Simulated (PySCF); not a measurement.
# CH4BFO (SMILES CB(O)F): levels of theory compared

Aim: a comparison of 5 runs (HF/STO-3G, HF/3-21G, wB97X/STO-3G, B3LYP/6-31G*, MP2/def2-SVPD) of CH4BFO. 

The results are computed with PySCF 2.14.0.

## 1. The structure to begin with

CH4BFO has 8 atoms, charge 0, and is taken as a singlet. As SMILES, `CB(O)F`. The shape is that of a PBE0-D4/def2-TZVP optimisation. This is one conformer, not always the lowest.

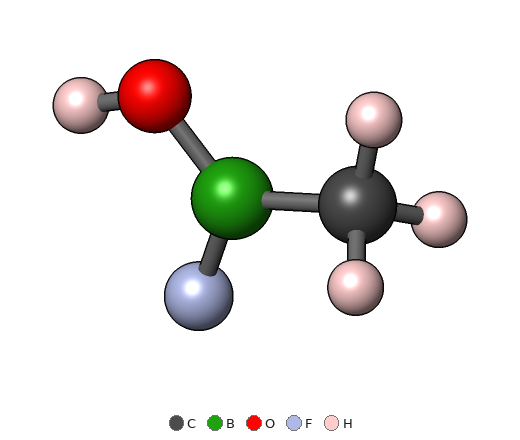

Viewed from a chosen angle; carbon dark grey, boron green, oxygen red, fluorine light blue, hydrogen pink.

## 2. Energy and gradient at HF/STO-3G (run 1)

input.py reads:

```python
from pyscf import gto, scf

mol = gto.M(
    atom='''
C       -0.375600       0.897500      -0.278300
B        0.324600      -0.465700       0.003700
O       -0.051000      -1.270300       1.024700
F        1.335700      -0.873300      -0.779900
H       -0.786300       0.909700      -1.292400
H       -1.178800       1.109000       0.426900
H        0.352700       1.713000      -0.235500
H        0.471000      -2.077000       1.075000
''',
    verbose=4,
    basis='sto-3g',
    max_memory=1860,
)

myscf = scf.RHF(mol)
myscf.conv_tol = 1e-10
myscf.kernel()
if not myscf.converged:
    myscf = myscf.newton().run(myscf.mo_coeff, myscf.mo_occ)

e_final = myscf.e_tot
print('E(%s) = %.9f' % ('HF', e_final))
grad = myscf.nuc_grad_method().kernel()
dip = myscf.dip_moment()
pop, q = myscf.mulliken_pop()
```

Command:

```bash
OMP_NUM_THREADS=1 python input.py
```

Output:

```text
PySCF version 2.14.0

[... 62 lines left out ...]
converged SCF energy = -236.107980202295
[... 12 lines left out ...]
Dipole moment(X, Y, Z, Debye):  0.39580, -0.65873,  0.07404
[... 33 lines left out ...]
charge of    7H =      0.21130
```

Run time: 5.4 s. Hardware: 1 thread of Intel Xeon at 2.50GHz (Skylake/Cascade Lake), shared host; peak memory 0.12 GiB.

## 3. Energy and forces at HF/3-21G (run 2)

job.py reads:

```python
from pyscf import gto, scf

molecule = gto.Mole()
molecule.atom = '''
C     -0.709781     1.696029    -0.525911
B      0.613405    -0.880045     0.006992
O     -0.096376    -2.400519     1.936402
F      2.524107    -1.650298    -1.473797
H     -1.485892     1.719084    -2.442282
H     -2.227609     2.095706     0.806724
H      0.666506     3.237101    -0.445031
H      0.890061    -3.924961     2.031456
'''
molecule.verbose = 4
molecule.unit = 'bohr'
molecule.charge = 0
molecule.spin = 0
molecule.max_memory = 1860
molecule.basis = '3-21g'
molecule.build()

calc0 = scf.RHF(molecule)
calc0.conv_tol = 1e-10
calc0.kernel()
if not calc0.converged:
    calc0 = calc0.newton().run(calc0.mo_coeff, calc0.mo_occ)

e_final = calc0.e_tot
print(f'total energy: {e_final:.8f} hartree')
grad = calc0.nuc_grad_method().kernel()
dip = calc0.dip_moment()
pop, q = calc0.mulliken_pop()
```

Command:

```bash
OMP_NUM_THREADS=1 python job.py
```

Output:

```text
PySCF version 2.14.0

[... 62 lines left out ...]
converged SCF energy = -238.022786768737
total energy: -238.02278677 hartree
[... 11 lines left out ...]
Dipole moment(X, Y, Z, Debye):  0.19309, -0.52469,  0.19143
[... 53 lines left out ...]
charge of    7H =      0.41125
```

Run time: 3.9 s. Hardware: 1 thread of Intel Xeon at 2.50GHz (Skylake/Cascade Lake), shared host; peak memory 0.12 GiB.

Run 3 isn't shown in full; the table further down has it.

## 4. Energy and gradient at B3LYP/6-31G(d) (spherical functions) (run 4)

mol.xyz reads:

```xyz
8

C     -0.375600     0.897500    -0.278300
B      0.324600    -0.465700     0.003700
O     -0.051000    -1.270300     1.024700
F      1.335700    -0.873300    -0.779900
H     -0.786300     0.909700    -1.292400
H     -1.178800     1.109000     0.426900
H      0.352700     1.713000    -0.235500
H      0.471000    -2.077000     1.075000
```

job.py reads:

```python
# CB(O)F
from pyscf import gto, dft

system = gto.M(
    atom='mol.xyz',
    max_memory=1860,
    charge=0,
    verbose=4,
    basis='6-31g*',
)

ks = dft.RKS(system, xc='b3lyp')
ks.conv_tol = 1e-10
ks.grids.level = 5
ks.kernel()
if not ks.converged:
    ks = ks.newton().run(ks.mo_coeff, ks.mo_occ)

e_final = ks.e_tot
print('E(%s) = %.9f' % ('B3LYP', e_final))
grad = ks.nuc_grad_method().kernel()
dip = ks.dip_moment()
pop, q = ks.mulliken_pop()
```

Command:

```bash
OMP_NUM_THREADS=1 python job.py
```

Output:

```text
PySCF version 2.14.0

[... 76 lines left out ...]
converged SCF energy = -240.550425819361
[... 13 lines left out ...]
Dipole moment(X, Y, Z, Debye):  0.17778, -0.52580,  0.20904
[... 73 lines left out ...]
charge of    7H =      0.41479
```

It took 59 s on 1 thread of Intel Xeon at 2.50GHz (Skylake/Cascade Lake), shared host; peak memory 0.65 GiB.

## 5. Energy and forces at MP2/def2-SVPD (run 5)

run.py reads:

```python
# CB(O)F
from pyscf import gto, mp

mol = gto.M(
    atom=[
    ('C', (-0.375600, 0.897500, -0.278300)),
    ('B', (0.324600, -0.465700, 0.003700)),
    ('O', (-0.051000, -1.270300, 1.024700)),
    ('F', (1.335700, -0.873300, -0.779900)),
    ('H', (-0.786300, 0.909700, -1.292400)),
    ('H', (-1.178800, 1.109000, 0.426900)),
    ('H', (0.352700, 1.713000, -0.235500)),
    ('H', (0.471000, -2.077000, 1.075000)),
],
    charge=0,
    verbose=4,
    basis='def2-svpd',
    max_memory=1860,
)

myscf = mol.RHF()
myscf.conv_tol = 1e-10
myscf.kernel()
if not myscf.converged:
    myscf = myscf.newton().run(myscf.mo_coeff, myscf.mo_occ)

pt = mp.MP2(myscf, frozen=4).run()
energy = pt.e_tot
print('E(%s) = %.9f' % ('MP2', energy))
grad = pt.nuc_grad_method().kernel()
myscf.analyze()
```

Command:

```bash
OMP_NUM_THREADS=1 python run.py
```

Output:

```text
PySCF version 2.14.0

[... 86 lines left out ...]
Two-electron Energy =                  201.168132508893450
[... 16 lines left out ...]
MO #13  energy= -0.563026722996841 occ= 2
[... 14 lines left out ...]
MO #28  energy= 0.255128900467772  occ= 0
[... 14 lines left out ...]
MO #43  energy= 0.473848704065856  occ= 0
[... 14 lines left out ...]
MO #58  energy= 0.713943212535566  occ= 0
[... 14 lines left out ...]
MO #73  energy= 1.1898599147025    occ= 0
[... 14 lines left out ...]
MO #88  energy= 1.94451324445157   occ= 0
[... 14 lines left out ...]
MO #103 energy= 2.75718661511314   occ= 0
[... 14 lines left out ...]
MO #118 energy= 4.35076519971161   occ= 0
[... 129 lines left out ...]
Dipole moment(X, Y, Z, Debye): -0.04157, -0.25895,  0.24235
```

Wall time 94 s (1 thread of Intel Xeon at 2.50GHz (Skylake/Cascade Lake), shared host); peak memory 1.3 GiB.

## 6. Overview of the runs

```tsv
run	level	integration grid	frozen core orbitals	energy (Eh)	dipole moment (D) of the reference	HOMO energy (eV)	LUMO energy (eV)	wall time
1	HF/STO-3G	–	–	-236.107980	0.77	-11.06	9.23	5.4 s
2	HF/3-21G	–	–	-238.022787	0.59	-13.60	5.47	3.9 s
3	wB97X/STO-3G	5	–	-237.234436	1.16	-8.37	7.26	33 s
4	B3LYP/6-31G* (spherical functions)	5	–	-240.550426	0.59	-9.25	1.29	59 s
5	MP2/def2-SVPD	–	4	-239.770800	0.36	-13.88	1.82	94 s
```

## 7. Outcome

```
                                          quantity          value
                               run 5: total energy  -239.77080 Eh
       run 5: dipole moment (Hartree–Fock density)         0.36 D
        run 5: HOMO energy (Hartree–Fock orbitals)      -13.88 eV
        run 5: LUMO energy (Hartree–Fock orbitals)        1.82 eV
      run 5: HOMO–LUMO gap (Hartree–Fock orbitals)       15.70 eV
run 5: correlation energy (4 core orbitals frozen)     -623.9 mEh
                   run 5: largest force on an atom     0.767 eV/Å
```

**Reading.** Over runs 1, 2, 3, 4 the dipole moment (its size) runs from 0.59 D (HF/3-21G) to 1.16 D (wB97X/STO-3G). The two ends differ in method and basis. Over runs 1, 2, 3, 4 the HOMO–LUMO gap runs from 10.54 eV (B3LYP/6-31G*) to 20.29 eV (HF/STO-3G). Totals of different functionals can't be ranked against each other. In runs 1, 3 the basis is minimal, so the values are rough. All runs together took 3.3 min, the longest 94 s.
